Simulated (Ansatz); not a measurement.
# How much does vacancy in Ru(0001), 2x2 scatter?, part 2 of 3

Aim: the resistance that vacancy in Ru(0001), 2x2 adds to the host.

Ansatz 0.2.0; Ansatz plane-wave DFT, PBE, PAW files; ballistic transport by layer matching (Landauer), zero bias; PAW set soft_1 (the session's first sound run).

So far, resistivity per at.% scaled from this dense plane, with the factor 3/4 for isotropic scattering (µΩ cm): step 3 (resistance at ideal sites) 5.80.

## 4. Relaxing the neighbours

The neighbours of the defect are let go while the lead's layers stay on their sites, since a lead must repeat to 0.01 Å.

This step: Ansatz plane-wave DFT, PBE, PAW files; relaxation with the lead's layers held; PAW set soft_1 (Ansatz 0.2.0).

Input file input.yaml:

```yaml
crystal:
  lattice:
    - [5.4116, 0.0, 0.0]
    - [-2.7058, 4.6865830751, 0.0]
    - [0.0, 0.0, 34.2552]
  atoms:
    - { symbol: Ru, position: [0.1666666667, 0.3333333333, 0.03125] }
    - { symbol: Ru, position: [0.1666666667, 0.8333333333, 0.03125] }
    - { symbol: Ru, position: [0.6666666667, 0.3333333333, 0.03125] }
    - { symbol: Ru, position: [0.6666666667, 0.8333333333, 0.03125] }
    - { symbol: Ru, position: [0.3333333333, 0.1666666667, 0.09375] }
    - { symbol: Ru, position: [0.3333333333, 0.6666666667, 0.09375] }
    - { symbol: Ru, position: [0.8333333333, 0.1666666667, 0.09375] }
    - { symbol: Ru, position: [0.8333333333, 0.6666666667, 0.09375] }
    - { symbol: Ru, position: [0.1666666667, 0.3333333333, 0.15625] }
    - { symbol: Ru, position: [0.1666666667, 0.8333333333, 0.15625] }
    - { symbol: Ru, position: [0.6666666667, 0.3333333333, 0.15625] }
    - { symbol: Ru, position: [0.6666666667, 0.8333333333, 0.15625] }
    - { symbol: Ru, position: [0.3333333333, 0.1666666667, 0.21875] }
    - { symbol: Ru, position: [0.3333333333, 0.6666666667, 0.21875] }
    - { symbol: Ru, position: [0.8333333333, 0.1666666667, 0.21875] }
    - { symbol: Ru, position: [0.8333333333, 0.6666666667, 0.21875] }
    - { symbol: Ru, position: [0.1666666667, 0.3333333333, 0.28125] }
    - { symbol: Ru, position: [0.1666666667, 0.8333333333, 0.28125] }
    - { symbol: Ru, position: [0.6666666667, 0.3333333333, 0.28125] }
    - { symbol: Ru, position: [0.6666666667, 0.8333333333, 0.28125] }
    - { symbol: Ru, position: [0.3333333333, 0.1666666667, 0.34375] }
    - { symbol: Ru, position: [0.3333333333, 0.6666666667, 0.34375] }
    - { symbol: Ru, position: [0.8333333333, 0.1666666667, 0.34375] }
    - { symbol: Ru, position: [0.8333333333, 0.6666666667, 0.34375] }
    - { symbol: Ru, position: [0.1666666667, 0.3333333333, 0.40625] }
    - { symbol: Ru, position: [0.1666666667, 0.8333333333, 0.40625] }
    - { symbol: Ru, position: [0.6666666667, 0.3333333333, 0.40625] }
    - { symbol: Ru, position: [0.6666666667, 0.8333333333, 0.40625] }
    - { symbol: Ru, position: [0.3333333333, 0.1666666667, 0.46875] }
    - { symbol: Ru, position: [0.3333333333, 0.6666666667, 0.46875] }
    - { symbol: Ru, position: [0.8333333333, 0.1666666667, 0.46875] }
    - { symbol: Ru, position: [0.8333333333, 0.6666666667, 0.46875] }
    - { symbol: Ru, position: [0.1666666667, 0.8333333333, 0.53125] }
    - { symbol: Ru, position: [0.6666666667, 0.3333333333, 0.53125] }
    - { symbol: Ru, position: [0.6666666667, 0.8333333333, 0.53125] }
    - { symbol: Ru, position: [0.3333333333, 0.1666666667, 0.59375] }
    - { symbol: Ru, position: [0.3333333333, 0.6666666667, 0.59375] }
    - { symbol: Ru, position: [0.8333333333, 0.1666666667, 0.59375] }
    - { symbol: Ru, position: [0.8333333333, 0.6666666667, 0.59375] }
    - { symbol: Ru, position: [0.1666666667, 0.3333333333, 0.65625] }
    - { symbol: Ru, position: [0.1666666667, 0.8333333333, 0.65625] }
    - { symbol: Ru, position: [0.6666666667, 0.3333333333, 0.65625] }
    - { symbol: Ru, position: [0.6666666667, 0.8333333333, 0.65625] }
    - { symbol: Ru, position: [0.3333333333, 0.1666666667, 0.71875] }
    - { symbol: Ru, position: [0.3333333333, 0.6666666667, 0.71875] }
    - { symbol: Ru, position: [0.8333333333, 0.1666666667, 0.71875] }
    - { symbol: Ru, position: [0.8333333333, 0.6666666667, 0.71875] }
    - { symbol: Ru, position: [0.1666666667, 0.3333333333, 0.78125] }
    - { symbol: Ru, position: [0.1666666667, 0.8333333333, 0.78125] }
    - { symbol: Ru, position: [0.6666666667, 0.3333333333, 0.78125] }
    - { symbol: Ru, position: [0.6666666667, 0.8333333333, 0.78125] }
    - { symbol: Ru, position: [0.3333333333, 0.1666666667, 0.84375] }
    - { symbol: Ru, position: [0.3333333333, 0.6666666667, 0.84375] }
    - { symbol: Ru, position: [0.8333333333, 0.1666666667, 0.84375] }
    - { symbol: Ru, position: [0.8333333333, 0.6666666667, 0.84375] }
    - { symbol: Ru, position: [0.1666666667, 0.3333333333, 0.90625] }
    - { symbol: Ru, position: [0.1666666667, 0.8333333333, 0.90625] }
    - { symbol: Ru, position: [0.6666666667, 0.3333333333, 0.90625] }
    - { symbol: Ru, position: [0.6666666667, 0.8333333333, 0.90625] }
    - { symbol: Ru, position: [0.3333333333, 0.1666666667, 0.96875] }
    - { symbol: Ru, position: [0.3333333333, 0.6666666667, 0.96875] }
    - { symbol: Ru, position: [0.8333333333, 0.1666666667, 0.96875] }
    - { symbol: Ru, position: [0.8333333333, 0.6666666667, 0.96875] }
kpoints:
  mp_grid: { grid: [5, 5, 1] }
hamiltonian:
  xc: pbe
  pseudopotentials: { kind: paw, azcp: { folder: soft_1 } }
scf:
  occupations: { method: fermi_dirac, width: 0.1 }
relax:
  f_tol: 0.03
  max_steps: 40
  constraints:
    - { sites: [0, 1, 2, 3, 4, 5, 6, 7, 8, 9, 10, 11, 12, 13, 14, 15, 16, 17, 18, 19, 43, 44, 45, 46, 47, 48, 49, 50, 51, 52, 53, 54, 55, 56, 57, 58, 59, 60, 61, 62] }
```

Run with:

```bash
ansatz run input.yaml --threads 4 --pin off --max-ram 15360MiB --backend cpu --events-out ev --progress --plain --runs-dir out
```

Numbers of over 12 decimals in the logs are rounded to 6 here.

The log of the run:

```text
Warning: crystal.symmetry: narrowed to the stabiliser of the relax constraints — unitary ops 12 → 6; lowered at sites 20, 21, 22, 23, 43, 44, 45, 46 (the operations that carried what is held of a site onto what its image site leaves free; the constrained walk keeps no symmetry that its constraints do not admit)
[...]
Crystal: 63 atoms, lattice volume = 868.777 Å³
Basis set: ecut = 420 eV, 16909 PW (Γ), exchange–correlation on 80×80×480 points (8 copies of the dense FFT grid, shifted against one another)
Bands: 605, of which v1, the nominal top of the filled ones, is band 504 counted from 1 (503 counted from 0)
Symmetry: 6 space group operations
k-points: 5 of 25 (time reversal used)
[...]
SCF iter   1: F=—  HF=-370396.365783 eV  |F-HF|=—  |Δ(HF+E_count)|=         —  Δρ=1.20e-1  dr2=1.24e2  ethr=3.10e-3  ⟨swp⟩=5.2  Hψ=9981  notcnv=0  defer=2
[...]
SCF iter   8: F=-370357.680820 eV  HF=-370357.680825 eV  |F-HF|=4.66e-6  |Δ(HF+E_count)|=   4.36e-6  Δρ=1.78e-5  dr2=1.03e-5  ethr=2.23e-9  ⟨swp⟩=4.0  Hψ=7797  notcnv=0
SCF 1 converged in 8 iterations: F = -370357.680820 eV  dr2 = 1.03e-5
[...]
relax step   1: F+E_penalty+E_count = -370357.68082037 eV  Δ(F+E_penalty+E_count) = +0.000e0 eV  max|allowed force component| = 5.358e-1 eV/Å  Δτ_max = 0.0000 Å  (8 SCF iters, dr2 threshold 2.25e-5 eV, accepted)
[...]
iter 1 solved again at ethr=9.69e-5 eV; its pass at ethr=3.10e-3 eV (dr2=9.77e-1 eV) is discarded
[...]
SCF iter   6: F=-370357.778482 eV  HF=-370357.778485 eV  |F-HF|=3.13e-6  |Δ(HF+E_count)|=   3.70e-6  Δρ=8.82e-6  dr2=3.64e-6  ethr=1.78e-9  ⟨swp⟩=3.0  Hψ=8778  notcnv=0
SCF 2 converged in 6 iterations: F = -370357.778482 eV  dr2 = 3.64e-6
[...]
relax step   2: F+E_penalty+E_count = -370357.77848170 eV  Δ(F+E_penalty+E_count) = -9.766e-2 eV  max|allowed force component| = 1.930e-1 eV/Å  Δτ_max = 0.0619 Å  (6 SCF iters, dr2 threshold 1.79e-5 eV, accepted)
SCF iter   1: F=—  HF=-370357.792166 eV  |F-HF|=—  |Δ(HF+E_count)|=         —  Δρ=1.59e-3  dr2=2.32e-1  ethr=9.78e-5  ⟨swp⟩=5.0  Hψ=6839  notcnv=0  defer=7
[...]
SCF iter   6: F=-370357.789865 eV  HF=-370357.789866 eV  |F-HF|=1.18e-6  |Δ(HF+E_count)|=   9.42e-7  Δρ=3.12e-6  dr2=1.23e-6  ethr=2.31e-10  ⟨swp⟩=3.0  Hψ=10454  notcnv=0
SCF 3 converged in 6 iterations: F = -370357.789865 eV  dr2 = 1.23e-6
relax step   3: F+E_penalty+E_count = -370357.78986464 eV  Δ(F+E_penalty+E_count) = -1.138e-2 eV  max|allowed force component| = 5.981e-2 eV/Å  Δτ_max = 0.0252 Å  (6 SCF iters, dr2 threshold 2.33e-6 eV, accepted)
SCF iter   1: F=—  HF=-370357.788514 eV  |F-HF|=—  |Δ(HF+E_count)|=         —  Δρ=1.57e-4  dr2=1.08e-3  ethr=3.33e-6  ⟨swp⟩=4.0  Hψ=6103  notcnv=0  defer=9
[...]
SCF iter   6: F=-370357.790176 eV  HF=-370357.790176 eV  |F-HF|=1.04e-8  |Δ(HF+E_count)|=   9.49e-9  Δρ=3.96e-7  dr2=1.14e-8  ethr=9.92e-12  ⟨swp⟩=3.0  Hψ=7975  notcnv=0
SCF 4 converged in 6 iterations: F = -370357.790176 eV  dr2 = 1.14e-8
relax step   4: F+E_penalty+E_count = -370357.79017587 eV  Δ(F+E_penalty+E_count) = -3.112e-4 eV  max|allowed force component| = 1.198e-2 eV/Å  Δτ_max = 0.0040 Å  (6 SCF iters, accepted)
SCF converged after 6 iterations
Free energy (F): -370357.790176 eV
[...]
Internal energy: -370355.681898 eV  (E = F + TS)
E sigma→0 (E₀):  -370356.736037 eV
Entropy (-TS):   -2.108278 eV (-33.465 meV/atom)
Fermi energy:    22.907308 eV
[...]
--- Forces (eV/Å), atoms counted from 1 ---
  atom   1  Ru     0.00000000     0.00000000     0.00092148
  atom   2  Ru     0.00105548     0.00060938    -0.00283857
  atom   3  Ru     0.00000000    -0.00121876    -0.00283857
  atom   4  Ru    -0.00105548     0.00060938    -0.00283857
  atom   5  Ru     0.00426448    -0.00246210    -0.00918618
  atom   6  Ru     0.00000000     0.00492419    -0.00918618
  atom   7  Ru    -0.00426448    -0.00246210    -0.00918618
  atom   8  Ru     0.00000000    -0.00000000     0.02051215
  atom   9  Ru     0.00000000     0.00000000     0.06836509
  atom  10  Ru    -0.00557680    -0.00321977    -0.00613645
  atom  11  Ru     0.00000000     0.00643954    -0.00613645
  atom  12  Ru     0.00557680    -0.00321977    -0.00613645
  atom  13  Ru     0.01137167    -0.00656544    -0.00654154
  atom  14  Ru    -0.00000000     0.01313088    -0.00654154
  atom  15  Ru    -0.01137167    -0.00656544    -0.00654154
  atom  16  Ru     0.00000000    -0.00000000     0.08266282
  atom  17  Ru     0.00000000     0.00000000     0.24520617
  atom  18  Ru    -0.01483081    -0.00856257     0.10829368
  atom  19  Ru     0.00000000     0.01712515     0.10829368
  atom  20  Ru     0.01483081    -0.00856257     0.10829368
  atom  21  Ru    -0.00112977     0.00065227     0.00268488
  atom  22  Ru     0.00000000    -0.00130454     0.00268488
  atom  23  Ru     0.00112977     0.00065227     0.00268488
  atom  24  Ru     0.00000000    -0.00000000    -0.00547532
  atom  25  Ru     0.00000000     0.00000000    -0.00837298
  atom  26  Ru     0.00257133     0.00148456     0.00369756
  atom  27  Ru    -0.00000000    -0.00296912     0.00369756
  atom  28  Ru    -0.00257133     0.00148456     0.00369756
  atom  29  Ru     0.00057199    -0.00033024     0.00389207
  atom  30  Ru    -0.00000000     0.00066048     0.00389207
  atom  31  Ru    -0.00057199    -0.00033024     0.00389207
  atom  32  Ru     0.00000000    -0.00000000    -0.00448905
  atom  33  Ru     0.00136683     0.00078914    -0.00148745
  atom  34  Ru     0.00000000    -0.00157828    -0.00148745
  atom  35  Ru    -0.00136683     0.00078914    -0.00148745
  atom  36  Ru     0.00005375    -0.00003103    -0.00690291
  atom  37  Ru     0.00000000     0.00006207    -0.00690291
  atom  38  Ru    -0.00005375    -0.00003103    -0.00690291
  atom  39  Ru     0.00000000    -0.00000000     0.00619229
  atom  40  Ru     0.00000000     0.00000000     0.01198480
[...]
atom  52  Ru     0.01128193    -0.00651363     0.02628239
  atom  53  Ru     0.00000000     0.01302725     0.02628239
  atom  54  Ru    -0.01128193    -0.00651363     0.02628239
  atom  55  Ru    -0.00000000    -0.00000000    -0.03621771
  atom  56  Ru    -0.00000000     0.00000000    -0.04530575
  atom  57  Ru    -0.00590863    -0.00341135     0.00711266
  atom  58  Ru     0.00000000     0.00682269     0.00711266
  atom  59  Ru     0.00590863    -0.00341135     0.00711266
  atom  60  Ru     0.00367714    -0.00212300     0.00412952
  atom  61  Ru     0.00000000     0.00424599     0.00412952
  atom  62  Ru    -0.00367714    -0.00212300     0.00412952
  atom  63  Ru     0.00000000    -0.00000000    -0.00926738
  max |Σ_I F_I| component: 2.75e-5 eV/Å
--- Relaxed structure (4 steps of the walk, 4 accepted, 0 SCFs on fresh bases) ---
  F+E_penalty+E_count = -370357.79017587 eV   max|allowed force component| = 1.198e-2 eV/Å
  atoms:
    - { symbol: Ru, position: [0.166667, 0.333333, 0.03125] }
    - { symbol: Ru, position: [0.166667, 0.833333, 0.03125] }
    - { symbol: Ru, position: [0.666667, 0.333333, 0.03125] }
    - { symbol: Ru, position: [0.666667, 0.833333, 0.03125] }
    - { symbol: Ru, position: [0.333333, 0.166667, 0.093750] }
    - { symbol: Ru, position: [0.333333, 0.666667, 0.093750] }
    - { symbol: Ru, position: [0.833333, 0.166667, 0.093750] }
    - { symbol: Ru, position: [0.833333, 0.666667, 0.093750] }
    - { symbol: Ru, position: [0.166667, 0.333333, 0.15625] }
    - { symbol: Ru, position: [0.166667, 0.833333, 0.15625] }
    - { symbol: Ru, position: [0.666667, 0.333333, 0.15625] }
    - { symbol: Ru, position: [0.666667, 0.833333, 0.15625] }
    - { symbol: Ru, position: [0.333333, 0.166667, 0.218750] }
    - { symbol: Ru, position: [0.333333, 0.666667, 0.218750] }
    - { symbol: Ru, position: [0.833333, 0.166667, 0.218750] }
    - { symbol: Ru, position: [0.833333, 0.666667, 0.218750] }
    - { symbol: Ru, position: [0.166667, 0.333333, 0.28125] }
    - { symbol: Ru, position: [0.166667, 0.833333, 0.28125] }
    - { symbol: Ru, position: [0.666667, 0.333333, 0.28125] }
    - { symbol: Ru, position: [0.666667, 0.833333, 0.28125] }
    - { symbol: Ru, position: [0.333102, 0.166898, 0.344039] }
    - { symbol: Ru, position: [0.333102, 0.666204, 0.344039] }
    - { symbol: Ru, position: [0.833796, 0.166898, 0.344039] }
    - { symbol: Ru, position: [0.833333, 0.666667, 0.344947] }
    - { symbol: Ru, position: [0.166667, 0.333333, 0.406881] }
    - { symbol: Ru, position: [0.168063, 0.834032, 0.407266] }
    - { symbol: Ru, position: [0.665968, 0.331937, 0.407266] }
    - { symbol: Ru, position: [0.665968, 0.834032, 0.407266] }
    - { symbol: Ru, position: [0.328838, 0.171162, 0.469826] }
    - { symbol: Ru, position: [0.328838, 0.657676, 0.469826] }
    - { symbol: Ru, position: [0.842324, 0.171162, 0.469826] }
    - { symbol: Ru, position: [0.833333, 0.666667, 0.470069] }
    - { symbol: Ru, position: [0.168117, 0.834058, 0.531473] }
    - { symbol: Ru, position: [0.665942, 0.331883, 0.531473] }
    - { symbol: Ru, position: [0.665942, 0.834058, 0.531473] }
    - { symbol: Ru, position: [0.328854, 0.171146, 0.593107] }
    - { symbol: Ru, position: [0.328854, 0.657708, 0.593107] }
    - { symbol: Ru, position: [0.842292, 0.171146, 0.593107] }
    - { symbol: Ru, position: [0.833333, 0.666667, 0.592876] }
    - { symbol: Ru, position: [0.166667, 0.333333, 0.656004] }
[...]
- { symbol: Ru, position: [0.333333, 0.166667, 0.84375] }
    - { symbol: Ru, position: [0.333333, 0.666667, 0.84375] }
    - { symbol: Ru, position: [0.833333, 0.166667, 0.84375] }
    - { symbol: Ru, position: [0.833333, 0.666667, 0.84375] }
    - { symbol: Ru, position: [0.166667, 0.333333, 0.906250] }
    - { symbol: Ru, position: [0.166667, 0.833333, 0.906250] }
    - { symbol: Ru, position: [0.666667, 0.333333, 0.906250] }
    - { symbol: Ru, position: [0.666667, 0.833333, 0.906250] }
    - { symbol: Ru, position: [0.333333, 0.166667, 0.96875] }
    - { symbol: Ru, position: [0.333333, 0.666667, 0.96875] }
    - { symbol: Ru, position: [0.833333, 0.166667, 0.96875] }
    - { symbol: Ru, position: [0.833333, 0.666667, 0.96875] }
```

Elapsed: 8.8 min, on 4 threads of Arm Neoverse V1, shared host; peak memory 8.2 GiB.

Step by step:

```tsv
step	energy less that of the first step (eV)	largest force component (eV/Å)
1	0.0000	0.5358
2	-0.0977	0.1930
3	-0.1090	0.0598
4	-0.1094	0.0120
```

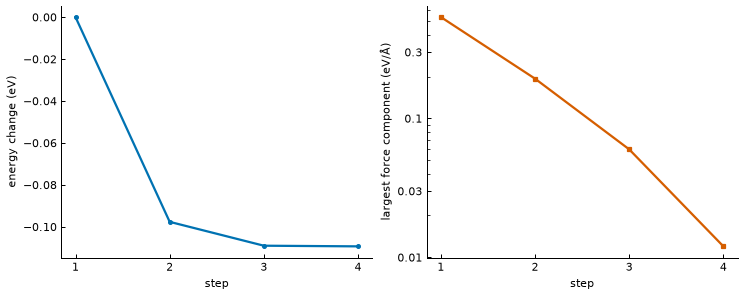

Energy and largest force along the relaxation.

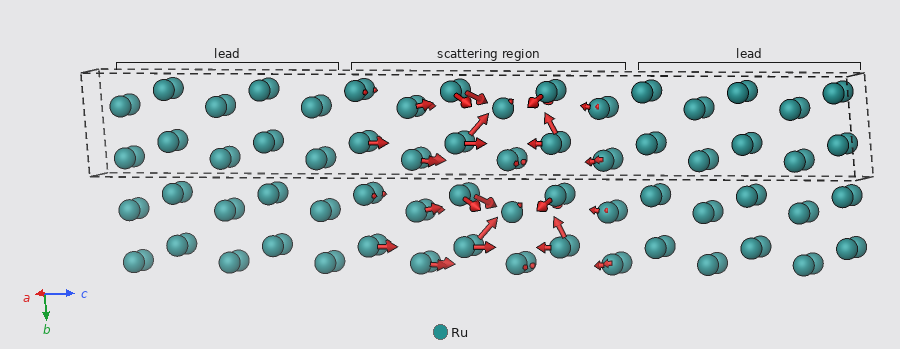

Displacements in the relaxation, exaggerated; the longest in the cell stands for 0.06 Å. 1×2×1 cells are drawn.

The atoms that moved most (Å):

```tsv
atom	dx	dy	dz	length
Ru31	0.036	0.021	0.037	0.056
Ru29	-0.036	0.021	0.037	0.056
Ru30	0.000	-0.042	0.037	0.056
Ru38	0.036	0.021	-0.022	0.047
Ru36	-0.036	0.021	-0.022	0.047
Ru37	0.000	-0.042	-0.022	0.047
Ru32	0.000	0.000	0.045	0.045
Ru24	0.000	0.000	0.041	0.041
```

This step gave:

| Property | Result |
| --- | --- |
| free energy | -370357.7902 eV |
| energy at zero smearing | -370356.7360 eV |

The largest force component on a free atom ends at 0.012 eV/Å, under the tolerance of 0.03, after 4 steps.

(Part 2 of 3 ends here.)

[Logs are printed without paths, hosts, clocks, repeated set-up lines and the standing remarks that a program may print on its own settings, such as how far it seeks lower states.]

[Hosts, paths, dates, database ids (printed as entryN), source tags and the programs' standing remarks are cut or masked in the printed files.]
